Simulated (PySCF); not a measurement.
# C$_{7}$H$_{12}$Si (SMILES C=CCC1=CC[SiH2]C1): what the fields show

Input

```
{"job": {"kind": "nmr", "xc": "PBE0", "basis": "pcSseg-1"}, "charge": 0, "multiplicity": 1}
C      3.108701     0.921683    -0.565150
C      2.275323     0.162585     0.120357
C      1.354264    -0.855668    -0.480906
C     -0.076996    -0.511743    -0.170422
C     -0.847151    -1.191126     0.666251
C     -2.256840    -0.737244     0.907105
Si    -2.452868     0.802383    -0.201977
C     -0.657966     0.707390    -0.836423
H      3.748713     1.644786    -0.087912
H      3.192965     0.846308    -1.637373
H      2.203513     0.258524     1.196333
H      1.588443    -1.840017    -0.065043
H      1.500733    -0.890431    -1.563803
H     -0.498085    -2.073709     1.185348
H     -2.403546    -0.525638     1.968139
H     -2.952918    -1.541514     0.661609
H     -3.446688     0.619288    -1.264249
H     -2.736321     2.026039     0.553363
H     -0.061593     1.584035    -0.575907
H     -0.586835     0.604747    -1.920862
```

Run with:

```sh
OMP_NUM_THREADS=1 python probes_run.py task.json out
```

Geometry: GFN2-xTB.

Level of theory: PBE0/pcSseg-1, SCF density, gas phase, non-relativistic in PySCF 2.14.0.

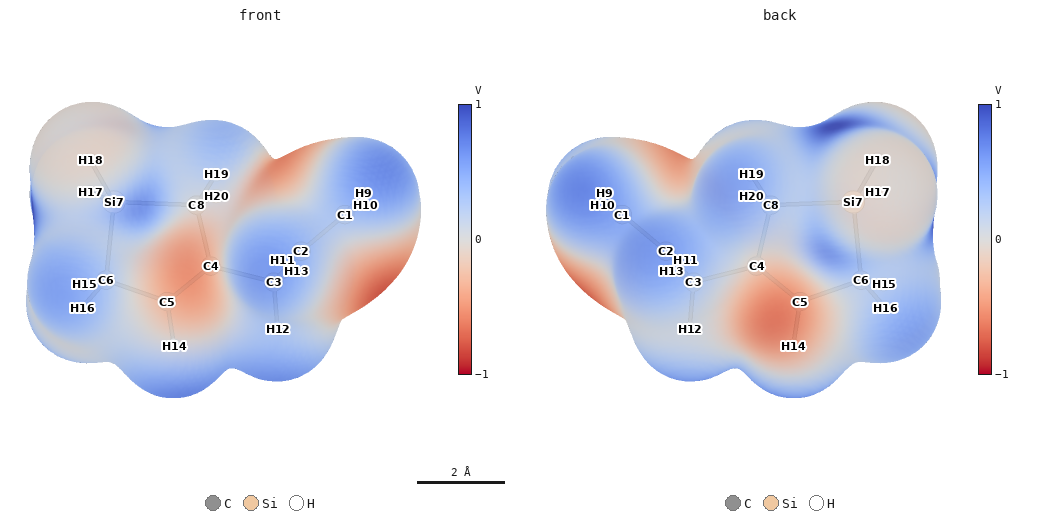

Figure 1. The electrostatic potential painted on the density surface at 0.002 e/bohr³, seen from the front and from behind; the colour scale runs from red (negative) to blue (positive).

Describe the electrostatic potential map.

The most negative region (about −0.7 V, or −16 kcal/mol for a unit charge) lies over the π face of C1, C2, C4 and C5, the most positive (about +0.9 V, or +21 kcal/mol for a unit charge) over Si7.

What dipole moment does the calculation give?

Its dipole moment is 0.19 D.

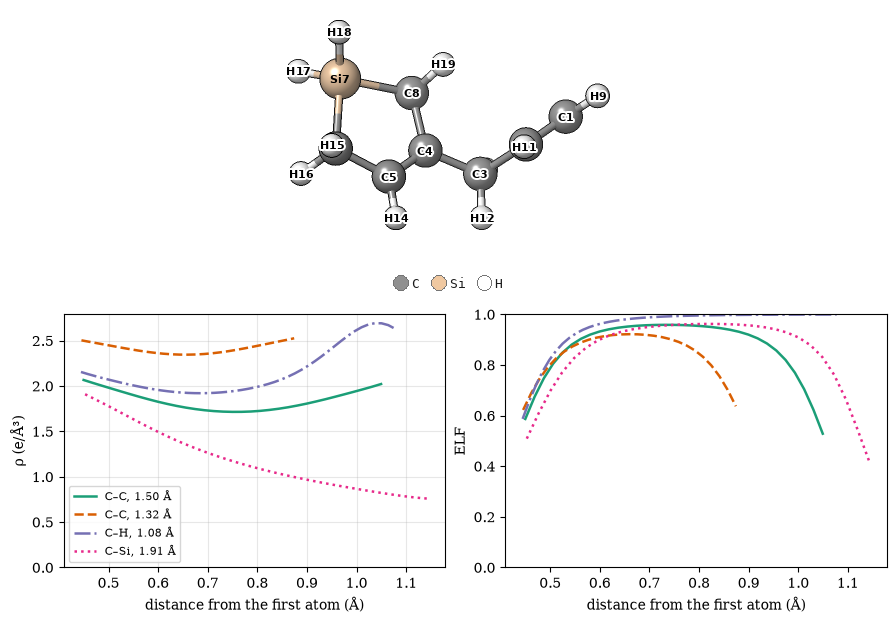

Figure 2. Electron density and ELF along straight lines between neighbouring atoms. The curves leave out the atomic cores. The structure is drawn too.

Compare the contacts.

C–C (1.50 Å): ρ is about 1.7 e/Å³ halfway; the ELF peaks at about 0.95 between the atoms; a covalent bond.
C–C (1.32 Å): the density is about 2.3 e/Å³ at the midpoint; the ELF peaks at about 0.90 between the atoms; a multiple bond.
C–H (1.08 Å): the density is about 2 e/Å³ at the midpoint; the ELF climbs to about 1 towards the hydrogen, as it does in any bond to H; a covalent bond by its length.
C–Si (1.91 Å): the density is about 0.91 e/Å³ at the midpoint; the ELF peaks at about 0.95 between the atoms: a covalent bond.
